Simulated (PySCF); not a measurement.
**SiH2Cl2 (SMILES Cl[SiH2]Cl) at r2SCAN/STO-3G**

What is the vertical singlet–triplet gap of SiH2Cl2 at r2SCAN/STO-3G? The job is set up through a Python script.

Program for the calculation: PySCF 2.14.0.

6 further runs of the same task are left out: 6 set aside as unsound or not needed.

**1. The molecule**

SiH2Cl2 has 5 atoms, charge 0, and is taken as a singlet. As SMILES, `Cl[SiH2]Cl`. The coordinates come from a PBE0-D4/def2-TZVP relaxation.

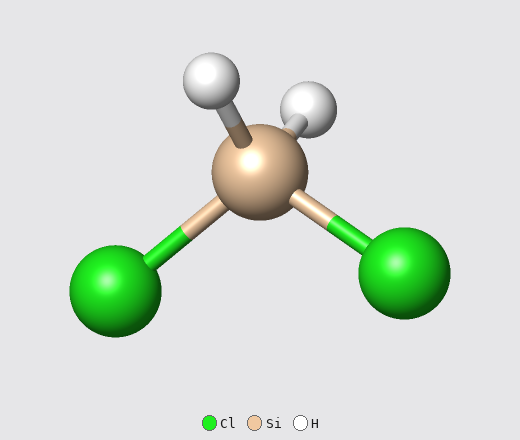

Viewed from a chosen angle; chlorine green, silicon light orange, hydrogen white.

**2. The energy at r2SCAN/STO-3G**

input.py reads:

```python
from pyscf import gto, dft

molecule = gto.Mole()
molecule.atom = [
    ('Cl', (-1.036100, -0.393400, 1.609300)),
    ('Si', (0.136800, -0.071700, -0.028900)),
    ('Cl', (-0.799200, 1.196800, -1.324000)),
    ('H', (0.352000, -1.362200, -0.711200)),
    ('H', (1.396500, 0.556600, 0.413400)),
]
molecule.charge = 0
molecule.max_memory = 1860
molecule.verbose = 4
molecule.basis = 'sto-3g'
molecule.build()

myscf = dft.RKS(molecule)
myscf.xc = 'r2scan'
myscf.conv_tol = 1e-10
myscf.grids.level = 5
myscf.kernel()
if not myscf.converged:
    myscf = myscf.newton().run(myscf.mo_coeff, myscf.mo_occ)

etot = myscf.e_tot
print('Final energy', etot)
```

Launch:

```sh
$ OMP_NUM_THREADS=1 python input.py
```

Output:

```text
PySCF version 2.14.0

[INPUT] num. atoms = 5
[INPUT] num. electrons = 50
[INPUT] charge = 0
[INPUT] spin (= nelec alpha-beta = 2S) = 0
[INPUT] symmetry False subgroup None
[INPUT] Mole.unit = angstrom
[INPUT] Symbol           X                Y                Z      unit          X                Y                Z       unit  Magmom
[INPUT]  1 Cl    -1.036100000000  -0.393400000000   1.609300000000 AA   -1.957945237662  -0.743418257404   3.041136252263 Bohr   0.0
[INPUT]  2 Si     0.136800000000  -0.071700000000  -0.028900000000 AA    0.258514533841  -0.135493363131  -0.054613085000 Bohr   0.0
[INPUT]  3 Cl    -0.799200000000   1.196800000000  -1.324000000000 AA   -1.510269118752   2.261624225879  -2.501997388924 Bohr   0.0
[INPUT]  4 H      0.352000000000  -1.362200000000  -0.711200000000 AA    0.665183595847  -2.574184926883  -1.343973219791 Bohr   0.0
[INPUT]  5 H      1.396500000000   0.556600000000   0.413400000000 AA    2.639002532955   1.051821560933   0.781212779895 Bohr   0.0

nuclear repulsion = 191.96342107857
number of shells = 17
number of NR pGTOs = 87
number of NR cGTOs = 29
basis = sto-3g
ecp = {}

******** <class 'pyscf.dft.rks.RKS'> ********
method = RKS
initial guess = minao
damping factor = 0
level_shift factor = 0
DIIS = <class 'pyscf.scf.diis.CDIIS'>
diis_start_cycle = 1
diis_space = 8
diis_damp = 0
SCF conv_tol = 1e-10
SCF conv_tol_grad = None
SCF max_cycles = 50
direct_scf = True
direct_scf_tol = 1e-13
XC library pyscf.dft.libxc version 7.0.0
    S. Lehtola, C. Steigemann, M. J.T. Oliveira, and M. A.L. Marques.,  SoftwareX 7, 1–5 (2018)
XC functionals = r2scan
    J. W. Furness, A. D. Kaplan, J. Ning, J. P. Perdew, and J. Sun.,  J. Phys. Chem. Lett. 11, 8208-8215 (2020)
    J. W. Furness, A. D. Kaplan, J. Ning, J. P. Perdew, and J. Sun.,  J. Phys. Chem. Lett. 11, 9248-9248 (2020)
    J. W. Furness, A. D. Kaplan, J. Ning, J. P. Perdew, and J. Sun.,  J. Phys. Chem. Lett. 11, 8208-8215 (2020)
    J. W. Furness, A. D. Kaplan, J. Ning, J. P. Perdew, and J. Sun.,  J. Phys. Chem. Lett. 11, 9248-9248 (2020)
radial grids:
    Treutler-Ahlrichs [JCP 102, 346 (1995); DOI:10.1063/1.469408] (M4) radial grids

becke partition: Becke, JCP 88, 2547 (1988); DOI:10.1063/1.454033
pruning grids: <function nwchem_prune>
grids dens level: 5
symmetrized grids: False
atomic radii adjust function: <function treutler_atomic_radii_adjust>
small_rho_cutoff = 0
Set gradient conv threshold to 1e-05
Initial guess from minao.
tot grids = 176728
init E= -1197.19546883165
  HOMO = -0.356057048511247  LUMO = 0.0248450081828047  gap/eV = 10.36487
cycle= 1 E= -1197.69716291697  delta_E= -0.502  |g|= 0.376  |ddm|= 2.48
  HOMO = -0.197436445992524  LUMO = 0.0586954398548125  gap/eV = 6.96970
cycle= 2 E= -1197.69856261456  delta_E= -0.0014  |g|= 0.399  |ddm|= 1.67
  HOMO = -0.220868391789091  LUMO = 0.092456153769286  gap/eV = 8.52600
cycle= 3 E= -1197.76791392257  delta_E= -0.0694  |g|= 0.00366  |ddm|= 0.84
  HOMO = -0.222071775429896  LUMO = 0.0904223910962592  gap/eV = 8.50340
cycle= 4 E= -1197.76792030891  delta_E= -6.39e-06  |g|= 0.000612  |ddm|= 0.0109
  HOMO = -0.222091559510055  LUMO = 0.0904747438195372  gap/eV = 8.50536
cycle= 5 E= -1197.76792049512  delta_E= -1.86e-07  |g|= 4.72e-05  |ddm|= 0.00145
  HOMO = -0.222099504097984  LUMO = 0.0904657344409441  gap/eV = 8.50533
cycle= 6 E= -1197.76792049629  delta_E= -1.17e-09  |g|= 1.01e-05  |ddm|= 0.000146
  HOMO = -0.222098034968815  LUMO = 0.0904669194143196  gap/eV = 8.50533
cycle= 7 E= -1197.76792049635  delta_E= -6.39e-11  |g|= 2.14e-07  |ddm|= 2.86e-05
  HOMO = -0.222098006945894  LUMO = 0.0904669734257121  gap/eV = 8.50533
Extra cycle  E= -1197.76792049635  delta_E= -6.82e-13  |g|= 1.11e-07  |ddm|= 9.46e-07
converged SCF energy = -1197.76792049635
Final energy -1197.7679204963517
```

It took 5.4 s on 1 thread of Arm Neoverse V1, shared host; peak memory 0.24 GiB.

**3. The triplet, same level**

job.py reads:

```python
from pyscf import gto, dft

mol = gto.Mole()
mol.atom = '''
Cl      -1.036100      -0.393400       1.609300
Si       0.136800      -0.071700      -0.028900
Cl      -0.799200       1.196800      -1.324000
H        0.352000      -1.362200      -0.711200
H        1.396500       0.556600       0.413400
'''
mol.basis = 'sto-3g'
mol.charge = 0
mol.spin = 2
mol.max_memory = 1860
mol.verbose = 4
mol.build()

calc0 = dft.UKS(mol, xc='r2scan')
calc0.grids.level = 5
calc0.conv_tol = 1e-10
calc0.kernel()
if not calc0.converged:
    calc0 = calc0.newton().run(calc0.mo_coeff, calc0.mo_occ)

etot = calc0.e_tot
print(f'total energy: {etot:.8f} hartree')
```

Launch:

```sh
$ OMP_NUM_THREADS=1 python job.py
```

Output:

```text
PySCF version 2.14.0

[INPUT] num. atoms = 5
[INPUT] num. electrons = 50
[INPUT] charge = 0
[INPUT] spin (= nelec alpha-beta = 2S) = 2
[INPUT] symmetry False subgroup None
[INPUT] Mole.unit = angstrom
[INPUT] Symbol           X                Y                Z      unit          X                Y                Z       unit  Magmom
[INPUT]  1 Cl    -1.036100000000  -0.393400000000   1.609300000000 AA   -1.957945237662  -0.743418257404   3.041136252263 Bohr   0.0
[INPUT]  2 Si     0.136800000000  -0.071700000000  -0.028900000000 AA    0.258514533841  -0.135493363131  -0.054613085000 Bohr   0.0
[INPUT]  3 Cl    -0.799200000000   1.196800000000  -1.324000000000 AA   -1.510269118752   2.261624225879  -2.501997388924 Bohr   0.0
[INPUT]  4 H      0.352000000000  -1.362200000000  -0.711200000000 AA    0.665183595847  -2.574184926883  -1.343973219791 Bohr   0.0
[INPUT]  5 H      1.396500000000   0.556600000000   0.413400000000 AA    2.639002532955   1.051821560933   0.781212779895 Bohr   0.0

nuclear repulsion = 191.96342107857
number of shells = 17
number of NR pGTOs = 87
number of NR cGTOs = 29
basis = sto-3g
ecp = {}

******** <class 'pyscf.dft.uks.UKS'> ********
method = UKS
initial guess = minao
damping factor = 0
level_shift factor = 0
DIIS = <class 'pyscf.scf.diis.CDIIS'>
diis_start_cycle = 1
diis_space = 8
diis_damp = 0
SCF conv_tol = 1e-10
SCF conv_tol_grad = None
SCF max_cycles = 50
direct_scf = True
direct_scf_tol = 1e-13
number electrons alpha = 26  beta = 24
XC library pyscf.dft.libxc version 7.0.0
    S. Lehtola, C. Steigemann, M. J.T. Oliveira, and M. A.L. Marques.,  SoftwareX 7, 1–5 (2018)
XC functionals = r2scan
[... 19 lines left out ...]
[... the frontier-level lines of each cycle are left out ...]
[... 5 lines left out ...]
[... 5 lines left out ...]
[... 5 lines left out ...]
[... 5 lines left out ...]
[... 5 lines left out ...]
[... 5 lines left out ...]
[... 5 lines left out ...]
[... 5 lines left out ...]
[... 5 lines left out ...]
[... 5 lines left out ...]

cycle= 11 E= -1197.46248410647  delta_E= -0.00103  |g|= 0.0157  |ddm|= 0.0545


cycle= 12 E= -1197.46282880589  delta_E= -0.000345  |g|= 0.00774  |ddm|= 0.036


cycle= 13 E= -1197.46293659122  delta_E= -0.000108  |g|= 0.0011  |ddm|= 0.0278


cycle= 14 E= -1197.46293882907  delta_E= -2.24e-06  |g|= 9.63e-05  |ddm|= 0.00416


cycle= 15 E= -1197.46293884276  delta_E= -1.37e-08  |g|= 4.73e-05  |ddm|= 0.000595


cycle= 16 E= -1197.46293884667  delta_E= -3.91e-09  |g|= 8.97e-06  |ddm|= 0.000179


cycle= 17 E= -1197.46293884682  delta_E= -1.5e-10  |g|= 4.09e-07  |ddm|= 5.6e-05


cycle= 18 E= -1197.46293884682  delta_E= -2.5e-12  |g|= 5.3e-07  |ddm|= 6.86e-06


Extra cycle  E= -1197.46293884669  delta_E= 1.31e-10  |g|= 8.36e-06  |ddm|= 3.66e-05
converged SCF energy = -1197.46293884669  <S^2> = 2.0025365  2S+1 = 3.0016905
total energy: -1197.46293885 hartree
```

Run time: 19 s. Hardware: 1 thread of Arm Neoverse V1, shared host; peak memory 0.26 GiB.

**4. Outcome**

Level: r2SCAN/STO-3G.

```
                                        quantity           value
                           singlet: total energy  -1197.76792 Eh
                          singlet: dipole moment          2.58 D
                            singlet: HOMO energy        -6.04 eV
                            singlet: LUMO energy         2.46 eV
                          singlet: HOMO–LUMO gap         8.51 eV
                           triplet: total energy  -1197.46294 Eh
                          triplet: dipole moment          2.43 D
                                   triplet: ⟨S²⟩           2.003
vertical energy of the triplet above the singlet        8.299 eV
```

What this shows: At this shape the triplet lies 8.30 eV (801 kJ/mol) above the singlet. In a minimal basis such a difference can be off by several eV, whatever the method. Mulliken charges (triplet) run from -0.20 on Cl3 to +0.55 on Si2; they depend strongly on the basis.
